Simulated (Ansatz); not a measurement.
# Si₂H₄F radical: geometry and vibrations

Aim: relax Si₂H₄F radical from a cheap starting geometry, then compute its harmonic vibrations to see whether it is a minimum and to get the zero-point energy and entropy, and look at its orbitals and charge.

The runs use Ansatz 0.2.0, Gaussian basis; UKS PBE0-D4/def2-TZVP.

The runs, in order: relaxation at PBE-D4/def2-SVP; relaxation at PBE0-D4/def2-TZVP; harmonic vibrations at the same level; a single point in def2-TZVPP for the fields.

### Step 1. The system as given

SMILES `F[SiH][SiH3]`, 7 atoms, charge 0, spin multiplicity 2.

Atoms are counted from 1 here; the program's logs count them from 0.

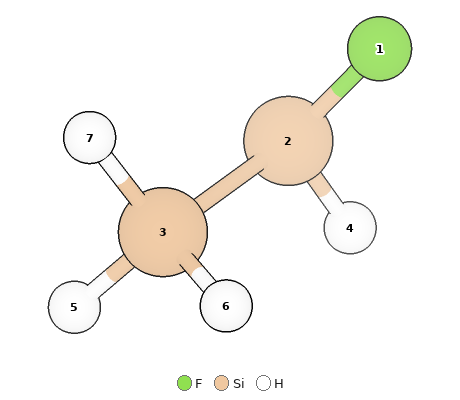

Start geometry, drawn with fluorine green, silicon light orange, hydrogen white; atoms are numbered from 1 in the order of the file.

The start is a force-field geometry with small random shifts, so a cheaper pass at PBE-D4/def2-SVP comes first.

### Step 2. Relaxation at PBE-D4/def2-SVP (cheap first pass)

File in.yaml:

```yaml
crystal:
  periodic: [false, false, false]
  atoms:
    - {symbol: F, position_ang: [-0.386500, -2.046100, 1.297500]}
    - {symbol: Si, position_ang: [-0.319600, -1.356800, -0.178800]}
    - {symbol: Si, position_ang: [0.416400, 0.814000, -0.092800]}
    - {symbol: H, position_ang: [-1.572300, -1.418900, -0.844900]}
    - {symbol: H, position_ang: [0.575200, 1.363300, -1.471300]}
    - {symbol: H, position_ang: [-0.475700, 1.703500, 0.690700]}
    - {symbol: H, position_ang: [1.823800, 0.872900, 0.553900]}
basis:
  gaussian: {orbitals: def2-SVP}
magnetization: {spin_polarized: true, initial_magnetization: 1}
hamiltonian: {xc: pbe, dispersion: d4}
relax: {f_tol: 0.03, max_steps: 200}
```

The run is started by

```console
> ansatz run in.yaml --threads 2 --pin off --events-out ev --progress --plain --max-ram 32768MiB --backend cpu
```

Standard output, shortened:

```text
Functional definition: PBE
  name "PBE"
  cite "Perdew, Burke & Ernzerhof, Phys. Rev. Lett. 77, 3865 (1996) doi:10.1103/PhysRevLett.77.3865"
  parent pbe
[...]
772 factors; their error is unknown
[...]
mean field -18518.73184071 eV, -680.5508426989 hartree, gradient 6.6e-5 eV, S^2 0.752052; 0 other end points of the search recorded, 0 dependent functions left out
[...]
reference -18518.73187383 eV, -680.5508439159 hartree; 21, 20 occupied and 49, 50 virtual orbitals, 772 factors
relax step   1: F+E_penalty+E_count = -18518.86111242 eV  Δ(F+E_penalty+E_count) = +0.000e0 eV  max|allowed force component| = 1.693e0 eV/Å  Δτ_max = 0.0000 Å  (26 SCF iters, accepted)
[...]
relax step   5: F+E_penalty+E_count = -18519.01367744 eV  Δ(F+E_penalty+E_count) = -1.921e-4 eV  max|allowed force component| = 4.245e-2 eV/Å  Δτ_max = 0.0041 Å  (23 SCF iters, accepted)
[...]
relax step   6: F+E_penalty+E_count = -18519.01377610 eV  Δ(F+E_penalty+E_count) = -9.866e-5 eV  max|allowed force component| = 1.501e-2 eV/Å  Δτ_max = 0.0058 Å  (23 SCF iters, accepted)
772 factors; their error is unknown
[...]
mean field -18518.88587984 eV, -680.5565035325 hartree, gradient 2.3e-5 eV, S^2 0.751969; 1 other end points of the search recorded, 0 dependent functions left out
[...]
reference -18518.88591297 eV, -680.5565047499 hartree; 21, 20 occupied and 49, 50 virtual orbitals, 772 factors
Total energy: -18519.01380923 eV, -680.5612048507 hartree
Atom 0 at    -0.422552    -2.026405     1.307284 Å, force    -0.000653     0.006092    -0.011602 eV/Å
Atom 1 at    -0.281481    -1.378276    -0.205644 Å, force     0.001131    -0.010606     0.013666 eV/Å
Atom 2 at     0.466399     0.851295    -0.069489 Å, force     0.015011     0.001366     0.002092 eV/Å
Atom 3 at    -1.633132    -1.505963    -0.877048 Å, force    -0.003306     0.001083    -0.001160 eV/Å
Atom 4 at     0.554580     1.366607    -1.481668 Å, force    -0.002160     0.002113    -0.003880 eV/Å
Atom 5 at    -0.456704     1.739551     0.725806 Å, force    -0.003442    -0.001046     0.002435 eV/Å
Atom 6 at     1.834191     0.885092     0.555060 Å, force    -0.006581     0.000997    -0.001551 eV/Å
Dipole moment:     0.028673     0.136623    -0.208382 e Å
```

Wall time 12 s (2 threads, shared host).

The steps of the relaxation:

```
step  energy from step 1 (eV)  largest force component (eV/Å)
   1                   0.0000                          1.6933
   2                  -0.1285                          0.6615
   3                  -0.1460                          0.1661
   4                  -0.1524                          0.0687
   5                  -0.1526                          0.0425
   6                  -0.1527                          0.0150
```

Distances of close pairs at the start and the end, largest changes first:

```
   bond  before (Å)  after (Å)  change (Å)
 Si2–H4       1.420      1.515      +0.094
Si2–Si3       2.294      2.356      +0.062
 Si3–H7       1.550      1.504      -0.046
 Si3–H6       1.484      1.508      +0.024
 F1–Si2       1.631      1.652      +0.021
 Si3–H5       1.492      1.506      +0.013
```

### Step 3. Geometry optimisation, PBE0-D4/def2-TZVP

File in.yaml:

```yaml
crystal:
  periodic: [false, false, false]
  atoms:
    - {symbol: F, position_ang: [-0.422552, -2.026405, 1.307284]}
    - {symbol: Si, position_ang: [-0.281481, -1.378276, -0.205644]}
    - {symbol: Si, position_ang: [0.466399, 0.851295, -0.069489]}
    - {symbol: H, position_ang: [-1.633132, -1.505963, -0.877048]}
    - {symbol: H, position_ang: [0.554580, 1.366607, -1.481668]}
    - {symbol: H, position_ang: [-0.456704, 1.739551, 0.725806]}
    - {symbol: H, position_ang: [1.834191, 0.885092, 0.555060]}
basis:
  gaussian: {orbitals: def2-TZVP}
magnetization: {spin_polarized: true, initial_magnetization: 1}
hamiltonian: {xc: pbe0, dispersion: d4}
relax: {f_tol: 0.005, max_steps: 150}
```

The command is unchanged.

Standard output, shortened:

```text
Functional definition: PBE0
  name "PBE0"
  cite "Adamo & Barone, J. Chem. Phys. 110, 6158 (1999) doi:10.1063/1.478522"
  cite "Perdew, Burke & Ernzerhof, Phys. Rev. Lett. 77, 3865 (1996) doi:10.1103/PhysRevLett.77.3865"
  parent pbe
[...]
868 factors; their error is unknown
[...]
mean field -18529.63657493 eV, -680.9515842901 hartree, gradient 5.7e-5 eV, S^2 0.753852; 0 other end points of the search recorded, 0 dependent functions left out
[...]
reference -18529.63660709 eV, -680.9515854719 hartree; 21, 20 occupied and 108, 109 virtual orbitals, 868 factors
relax step   1: F+E_penalty+E_count = -18529.74465541 eV  Δ(F+E_penalty+E_count) = +0.000e0 eV  max|allowed force component| = 1.086e0 eV/Å  Δτ_max = 0.0000 Å  (28 SCF iters, accepted)
[...]
reference -18529.67668781 eV, -680.9530584111 hartree; 21, 20 occupied and 108, 109 virtual orbitals, 868 factors
Total energy: -18529.78521359 eV, -680.9570466600 hartree
Atom 0 at    -0.435991    -2.004466     1.276922 Å, force    -0.000976    -0.000005    -0.000237 eV/Å
Atom 1 at    -0.284485    -1.361622    -0.191744 Å, force     0.003309     0.001877     0.001002 eV/Å
Atom 2 at     0.465682     0.851964    -0.065023 Å, force    -0.001944    -0.001898    -0.000244 eV/Å
Atom 3 at    -1.606106    -1.516438    -0.869047 Å, force    -0.001575    -0.000766    -0.000541 eV/Å
Atom 4 at     0.541260     1.352417    -1.463707 Å, force     0.000095     0.000501    -0.000872 eV/Å
Atom 5 at    -0.440119     1.730828     0.725008 Å, force     0.000102     0.000557     0.000727 eV/Å
Atom 6 at     1.821060     0.879217     0.541893 Å, force     0.000988    -0.000266     0.000165 eV/Å
Dipole moment:     0.031810     0.151199    -0.200208 e Å
```

It took 28 s on 2 threads, shared host.

Along the way: (the energy doesn't fall at every step)

```csv
step,energy from step 1 (eV),largest force component (eV/Å)
1,0.0000,1.0861
2,-0.0299,0.6646
3,-0.0396,0.0682
4,-0.0385,0.1579
5,-0.0405,0.0083
6,-0.0405,0.0033
```

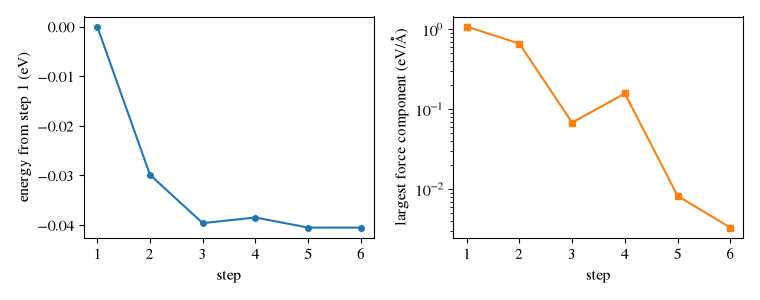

Energy and force, step by step.

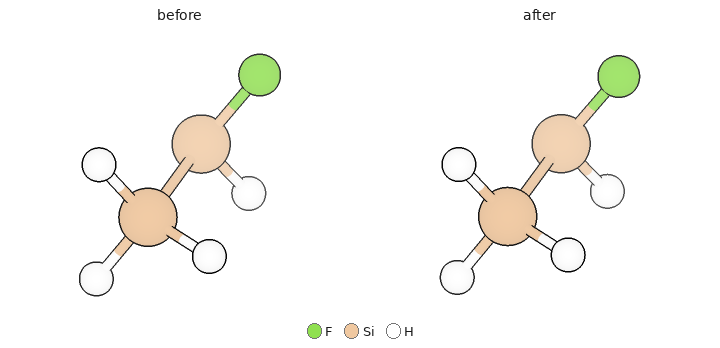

The geometry before (left) and after (right).

Distances of close pairs at the start and the end, largest changes first:

```
   bond  before (Å)  after (Å)  change (Å)
 F1–Si2       1.652      1.610      -0.042
 Si2–H4       1.515      1.493      -0.021
 Si3–H6       1.508      1.489      -0.019
 Si3–H7       1.504      1.485      -0.019
 Si3–H5       1.506      1.487      -0.018
Si2–Si3       2.356      2.341      -0.015
```

Mulliken charges of the relaxed molecule (report file):

```csv
atom,value (e)
F1,-0.30
Si2,0.32
Si3,0.00
H4,-0.01
H5,-0.01
H6,0.00
H7,0.00
```

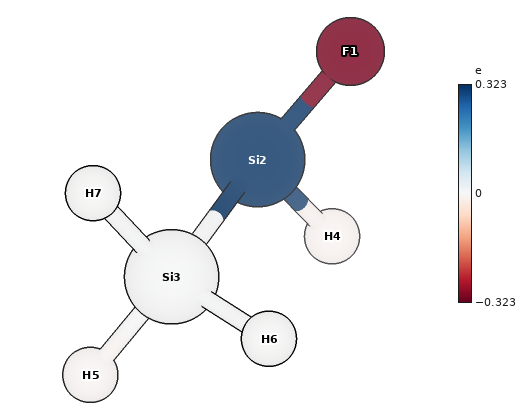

Mulliken charges of the relaxed molecule (report file), as colours on the atoms.

### Step 4. Force constants and modes

File in.yaml:

```yaml
crystal:
  periodic: [false, false, false]
  atoms:
    - {symbol: F, position_ang: [-0.435991, -2.004466, 1.276922]}
    - {symbol: Si, position_ang: [-0.284485, -1.361622, -0.191744]}
    - {symbol: Si, position_ang: [0.465682, 0.851964, -0.065023]}
    - {symbol: H, position_ang: [-1.606106, -1.516438, -0.869047]}
    - {symbol: H, position_ang: [0.541260, 1.352417, -1.463707]}
    - {symbol: H, position_ang: [-0.440119, 1.730828, 0.725008]}
    - {symbol: H, position_ang: [1.821060, 0.879217, 0.541893]}
basis:
  gaussian: {orbitals: def2-TZVP}
magnetization: {spin_polarized: true, initial_magnetization: 1}
hamiltonian: {xc: pbe0, dispersion: d4}
phonons: {temperatures: {t_min: 298.15, t_max: 900, t_step: 200}}
```

Same command.

Standard output, shortened:

```text
Functional definition: PBE0
  name "PBE0"
  cite "Adamo & Barone, J. Chem. Phys. 110, 6158 (1999) doi:10.1063/1.478522"
  cite "Perdew, Burke & Ernzerhof, Phys. Rev. Lett. 77, 3865 (1996) doi:10.1103/PhysRevLett.77.3865"
  parent pbe
[...]
868 factors; their error is unknown
[...]
mean field -18529.67665574 eV, -680.9530572324 hartree, gradient 5.3e-5 eV, S^2 0.753886; 0 other end points of the search recorded, 0 dependent functions left out
[...]
reference -18529.67668794 eV, -680.9530584159 hartree; 21, 20 occupied and 108, 109 virtual orbitals, 868 factors
[...]
868 factors; their error is unknown
mean field -18529.67664249 eV, -680.9530567454 hartree, gradient 9.7e-7 eV, S^2 0.753886; 0 other end points of the search recorded, 0 dependent functions left out
[...]
reference -18529.67667470 eV, -680.9530579292 hartree; 21, 20 occupied and 108, 109 virtual orbitals, 868 factors
[...]
Total energy: -18529.78521373 eV, -680.9570466650 hartree
Atom 0 at    -0.435991    -2.004466     1.276922 Å, force    -0.000977     0.000000    -0.000251 eV/Å
Atom 1 at    -0.284485    -1.361622    -0.191744 Å, force     0.003313     0.001867     0.001019 eV/Å
Atom 2 at     0.465682     0.851964    -0.065023 Å, force    -0.001947    -0.001891    -0.000252 eV/Å
Atom 3 at    -1.606106    -1.516438    -0.869047 Å, force    -0.001579    -0.000763    -0.000541 eV/Å
Atom 4 at     0.541260     1.352417    -1.463707 Å, force     0.000092     0.000500    -0.000868 eV/Å
Atom 5 at    -0.440119     1.730828     0.725008 Å, force     0.000106     0.000552     0.000725 eV/Å
Atom 6 at     1.821060     0.879217     0.541893 Å, force     0.000991    -0.000266     0.000169 eV/Å
Dipole moment:     0.031811     0.151200    -0.200206 e Å
Vibrations: 101.22 157.96 387.73 402.72 513.30 616.10 778.31 846.99 883.67 925.16 938.55 2178.40 2207.67 2226.06 2237.60 cm⁻¹, zero-point energy 0.954767 eV
```

Wall time 1.9 min (2 threads, shared host).

Motions are named by where the mode's potential energy lies. The modes, unscaled (a negative number is an imaginary wavenumber):

```
mode  cm⁻¹                  motion
   1   101                 torsion
   2   158                    bend
   3   388       bend with torsion
   4   403           Si–Si stretch
   5   513                    bend
   6   616       bend with torsion
   7   778                    bend
   8   847  bend with Si–F stretch
   9   884  bend with Si–F stretch
  10   925       bend with torsion
  11   939       bend with torsion
  12  2178            Si–H stretch
  13  2208            Si–H stretch
  14  2226            Si–H stretch
  15  2238            Si–H stretch
```

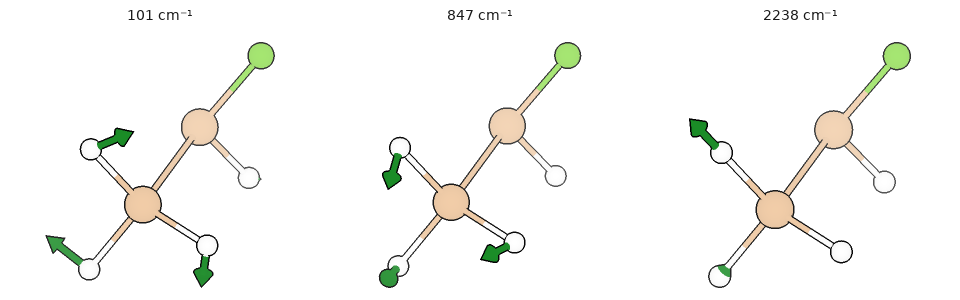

Displacements of 3 modes, as arrows.

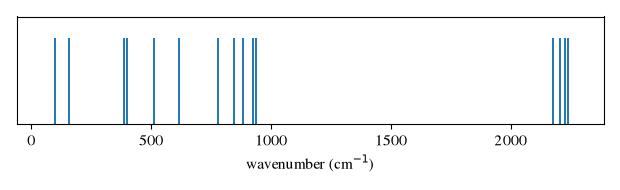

The harmonic wavenumbers as sticks (no intensities were computed).

Ideal gas, rigid rotor and harmonic oscillator at 298.15 K and 1 bar, with symmetry number 1:

```
                          term            value
             zero-point energy      92.1 kJ/mol
                    H(298) − E     109.0 kJ/mol
entropy, electronic degeneracy    5.8 J/(mol K)
          entropy, translation  163.4 J/(mol K)
             entropy, rotation  104.7 J/(mol K)
            entropy, vibration   41.0 J/(mol K)
                entropy, total  314.9 J/(mol K)
```

### Step 5. A single point for the fields

Edit in.yaml of step 4 so:

```diff
@@ -11,5 +11,5 @@
 basis:
-  gaussian: {orbitals: def2-TZVP}
+  gaussian: {orbitals: def2-TZVPP}
 magnetization: {spin_polarized: true, initial_magnetization: 1}
 hamiltonian: {xc: pbe0, dispersion: d4}
-phonons: {temperatures: {t_min: 298.15, t_max: 900, t_step: 200}}
+output: {orbitals: {seedname: orbitals}}
```

Launched as before.

Standard output:

```text
Functional definition: PBE0
  name "PBE0"
  cite "Adamo & Barone, J. Chem. Phys. 110, 6158 (1999) doi:10.1063/1.478522"
  cite "Perdew, Burke & Ernzerhof, Phys. Rev. Lett. 77, 3865 (1996) doi:10.1103/PhysRevLett.77.3865"
  parent pbe
  parameter a = 0.25
  parameter kappa = 0.804
  parameter beta = 0.06672455060314922
  exchange = (1 - a)*pbe_x(kappa = kappa, mu = beta*pi^2/3) + a*exact_x
  correlation = pbe_c(beta = beta)
974 factors; their error is unknown
mean field evaluation 1: about -18528.0183 eV, gradient 2.2e1 eV
mean field evaluation 2: about -18525.9658 eV, gradient 3.6e1 eV
mean field evaluation 4: about -18529.6511 eV, gradient 9.0e-1 eV
mean field evaluation 8: about -18529.6980 eV, gradient 1.2e-1 eV
mean field evaluation 16: about -18529.6981 eV, gradient 5.7e-5 eV
mean field -18529.69805694 eV, -680.9538437120 hartree, gradient 5.7e-5 eV, S^2 0.753927; 0 other end points of the search recorded, 0 dependent functions left out
reference -18529.69808877 eV, -680.9538448818 hartree; 21, 20 occupied and 150, 151 virtual orbitals, 974 factors
Total energy: -18529.80661455 eV, -680.9578331308 hartree
```

It took 4.7 s on 2 threads, shared host; peak memory 0.43 GiB.

Orbitals, density, ELF and potential are computed afterwards from the orbital file.

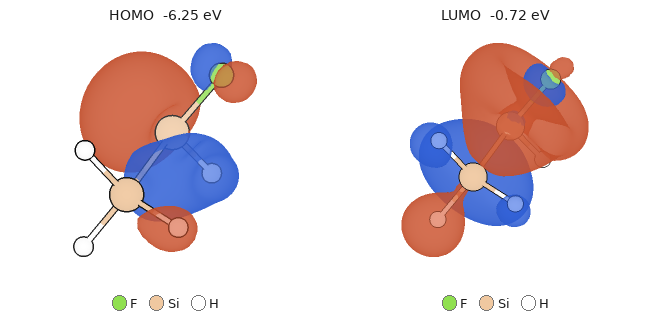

PBE0-D4/def2-TZVPP orbitals (alpha spin) near the gap, drawn at the value that encloses 70 % of each; the two colours are the two signs.

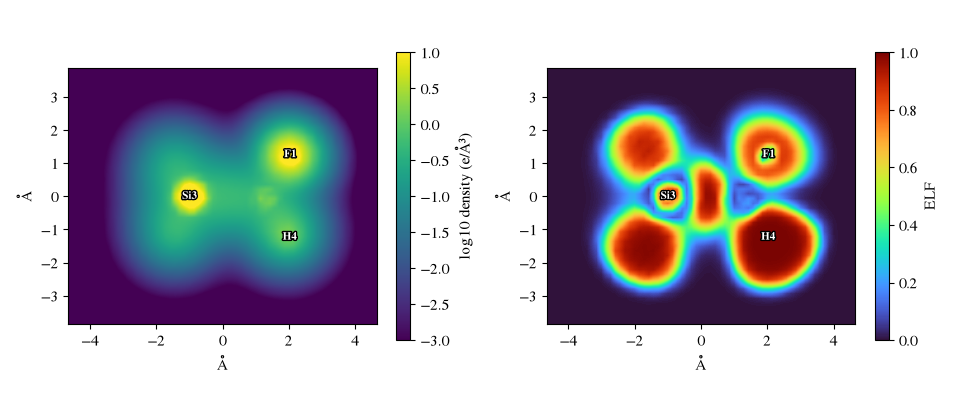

Density (left) and ELF (right) in a plane through or near 3 of the atoms.

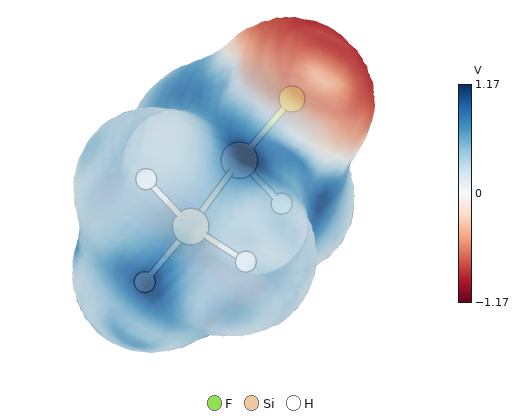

Electrostatic potential on the surface of density 0.002 e/bohr³; red is low, blue high. It runs, from the 1st to the 99th percentile, from -0.84 V near F1 to 1.17 V near H4.

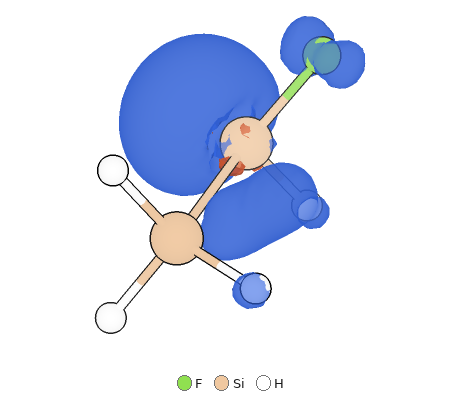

Spin density at ±0.04 e/Å³ (alpha excess blue, beta excess red).

### Step 6. Outcome

```
                  quantity            value
               point group               C1
                     steps            6 + 6
shift from the start (rms)          0.062 Å
              total energy   -18529.7852 eV
           dispersion term         -109 meV
             dipole moment           1.21 D
lowest, highest wavenumber   101, 2238 cm⁻¹
         zero-point energy      92.1 kJ/mol
       entropy at 298.15 K  314.9 J/(mol K)
   HOMO, LUMO (alpha spin)  -6.25, -0.72 eV
```

The atoms moved 0.06 Å (rms) from the start; the bond that changed most is Si2–H4, from 1.420 to 1.493 Å. All wavenumbers are real, so the end point is a minimum. The stiffest mode, 2238 cm⁻¹, is an Si–H stretch, and 2 modes under 200 cm⁻¹ make the vibrational entropy uncertain. Harmonic hybrid wavenumbers usually lie a few per cent above measured fundamentals. The largest Mulliken charge, +0.32 e, sits on Si2. The alpha HOMO lies mostly on Si2 63 %; H4 11 % and the LUMO on Si2 35 %; F1 18 %. The unpaired spin sits mainly on Si2 68 %; H4 10 %.
